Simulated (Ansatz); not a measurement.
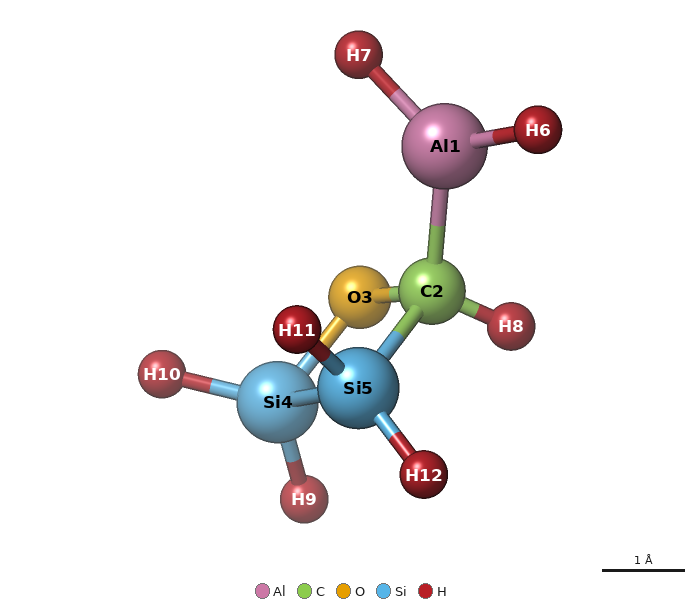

Orthographic view. Distant atoms are faded towards the background colour. The geometry was computed by an optimisation with PBE0-D4/def2-TZVP. No frequency run is at hand to confirm it as a minimum.

Write a Z-matrix (Å, degrees) in the order of the atom numbers, with these reference atoms: 2 to 1; 3 to 2, 1; 4 to 3, 2, 1; 5 to 2, 3, 4; 6 to 1, 2, 3; 7 to 1, 6, 2; 8 to 2, 3, 4; 9 to 4, 3, 2; 10 to 4, 9, 3; 11 to 5, 2, 8; 12 to 5, 11, 2.

```
Al 
C    1   1.956
O    2   1.464   1   114.4
Si   3   1.671   2   105.8   1  -130.9
Si   2   1.934   3   100.4   4   -12.5
H    1   1.590   2   116.5   3  -168.7
H    1   1.584   6   122.2   2   174.2
H    2   1.098   3   110.0   4   101.4
H    4   1.491   3   113.0   2  -105.7
H    4   1.487   9   107.9   3   124.4
H    5   1.494   2   112.8   8   141.1
H    5   1.487  11   108.1   2   131.8
```
